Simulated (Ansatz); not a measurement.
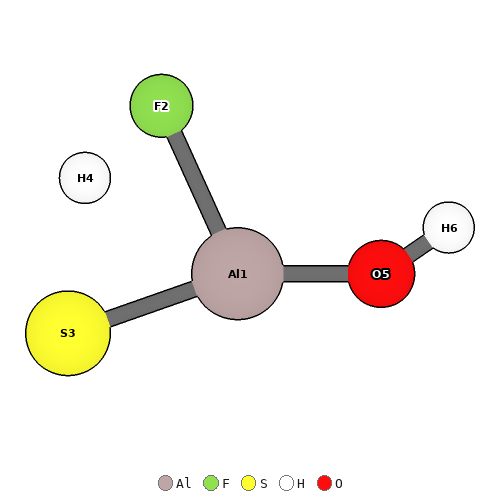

The system is the reacting system AlFH₂OS; the picture shows the reference structure. The first coordinate is: distance F2–H4 (bond that forms); the second: distance S3–H4 (bond that breaks). Relaxed at each point: all other coordinates. The scan uses a 9 × 9 grid. Points are written as (first, second). Energies: kJ/mol, counted from the lowest grid point. The reference is spin-restricted, so regions where a bond is pulled apart into radicals lie too high. Level of theory: Ansatz 0.2.0, RHF/def2-SVP.

Its coordinates:

```xyz
6

Al    0.3973   -0.0932    0.2624
F    -1.2519   -0.1823   -1.0561
S     0.7766   -2.0159   -0.3723
H    -0.6580   -1.2300   -1.1024
O     0.5492    1.3327    1.0680
H     0.1868    2.1886    1.2005
```

Range: distance F2–H4 (bond that forms) from 0.819 to 2.619 Å; distance S3–H4 (bond that breaks) from 1.224 to 3.024 Å.

What landscape does the calculation give?

The lowest grid point is at (2.619 Å, 1.358 Å). It lies at the edge of the scanned range, so the true minimum may lie outside. Other grid points that lie below all their neighbours: (0.953 Å, 2.224 Å) (242 kJ/mol higher). The highest grid point, (0.819 Å, 1.224 Å), lies 865 kJ/mol above the lowest. On the interpolated surface the lowest path from the side where the first distance is long, (2.619 Å, 1.358 Å), to the well on the other side, about (0.95 Å, 2.31 Å), has its top at about (1.06 Å, 1.86 Å), about 250 kJ/mol above the start and 4.8 kJ/mol above the end.

```
second ↓, first →  0.819  0.953  1.137  1.347  1.576  1.819  2.075  2.342  2.619
            3.024    280    251    334    464    562    592    593    587    581
            2.747    284    246    323    437    510    527    522    515    509
            2.480    286    243    306    396    443    449    441    432    426
            2.224    295    242    284    343    366    360    348    338    332
            1.981    319    249    260    284    281    265    249    237    229
            1.752    370    272    242    225    198    171    149    135    126
            1.542    470    331    247    186    134     95     68     51     40
            1.358    644    448    299    191    115     65     32     12      0
            1.224    865    610    398    252    156     96     59     36     23
```

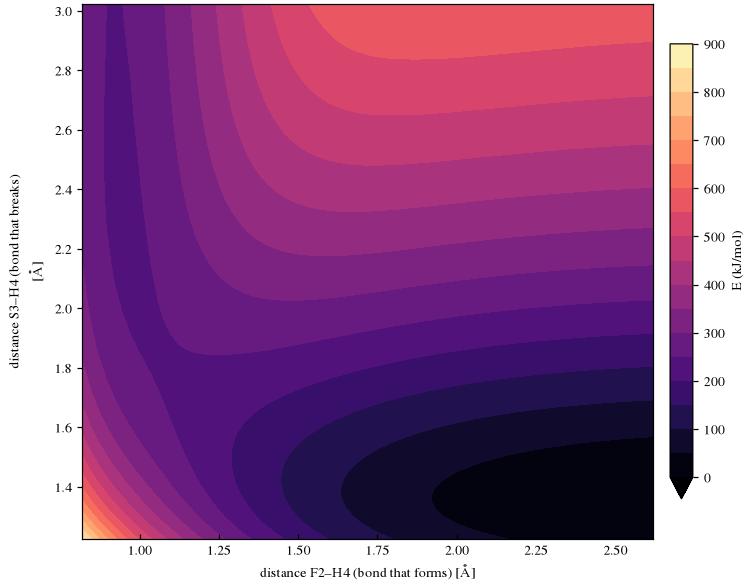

In the figure: filled contours. Between grid points the surface is interpolated.

The whole map (81 points run) took 32 min on 1 thread of Intel(R) Xeon(R) Processor @ 2.50GHz (Skylake/Cascade Lake) (shared host).
